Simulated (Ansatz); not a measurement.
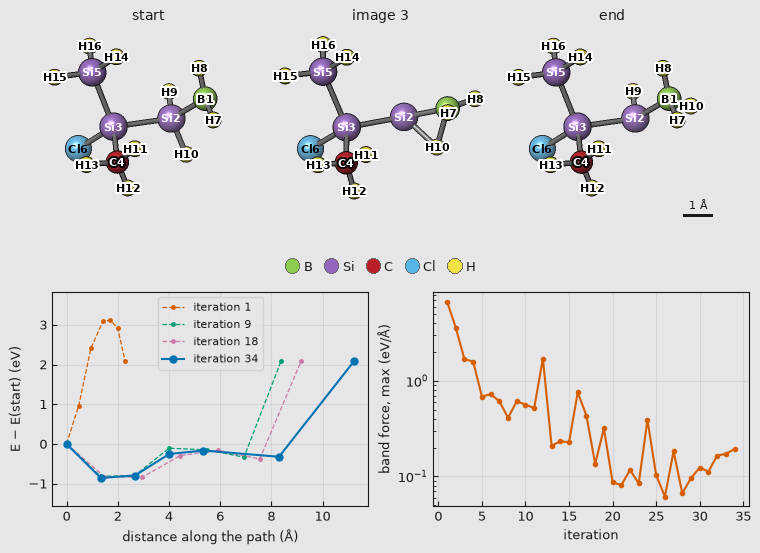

A nudged-elastic-band calculation for CH₁₀BClSi₃. Images are numbered from 0 (start) to 6 (end). The plot follows the band through its iterations. The picture is a ball-and-stick view, seen at a tilt.

Computed with RKS PBE-D4/STO-3G (Ansatz). Set-up: 5 movable images; climbing image; force threshold 0.05 eV/Å; iteration limit 34; starting path through a guess of the saddle point; end points as typed, not relaxed.

### How did the profile develop, and is the result final?

The result isn't final. The band hadn't converged when the run stopped after 34 iterations. The largest component of the band force went from 6.8 to 0.19 eV/Å. The end points weren't relaxed, so energies relative to them aren't barriers between minima. The first iteration put the highest image at 3.12 eV. Relative to the start the highest point is image 6 at +2.09 eV and the end lies at +2.09 eV, but the profile dips to −0.32 eV at image 5 on the way, so there may be an intermediate minimum, or an end is no minimum.

Limits of the set-up: STO-3G is a minimal basis, so the numbers are rough.

Cost: 14 min on 1 thread of AMD EPYC 7R43 64-Core Processor (Zen 3) (shared host), peak memory 0.14 GiB.
